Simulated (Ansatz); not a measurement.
**Fields on a plane of Cd (hcp, Mg type)**

```
CELL_PARAMETERS angstrom
      3.01606     0.00000     0.00000
     -1.50803     2.61198     0.00000
      0.00000     0.00000     5.81912
ATOMIC_POSITIONS crystal
  Cd 0.33333 0.66667 0.75000
  Cd 0.66667 0.33333 0.25000
```

The slice is a (1 -1 0 0) plane (indices of the conventional cell) through the point (0.667, 0.333, 0.250) (fractional), spanned by u = [110] and v = [001] in vectors of this cell: u (3.02 Å) and v (5.82 Å, at 90° to u). It covers one period; positions are fractions (u, v).

Atoms on it: Cd at (0.00, 0.00). Other atoms lie within 1 Å of the plane.

All values below come from PBE (plane waves to 420 eV, PAW, scalar-relativistic; Ansatz, an electronic-structure program). k mesh 18×18×8. Near the nuclei the fields are pseudised (PAW); where an atom keeps semicore shells as valence, they peak there. Cd was relaxed with its symmetry unable to fall. The relaxed volume of Cd is well above the measured one; the method has no dispersion term.

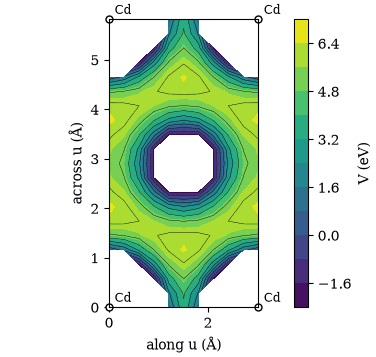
Figure: Electrostatic potential energy of an electron, from the cell's mean, in eV, one period of the plane, atoms marked. Points within 1 Å of a nucleus are left white, as the pseudised field means little there. Values under -2 eV are set to -2. The zero, the cell's mean, hangs on the PAW cores.

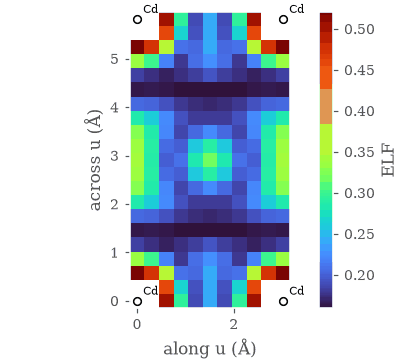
Figure: Electron localisation function (ELF), one period of the plane, atoms marked. Points within 0.5 Å of a nucleus are left white, as the pseudised field means little there.
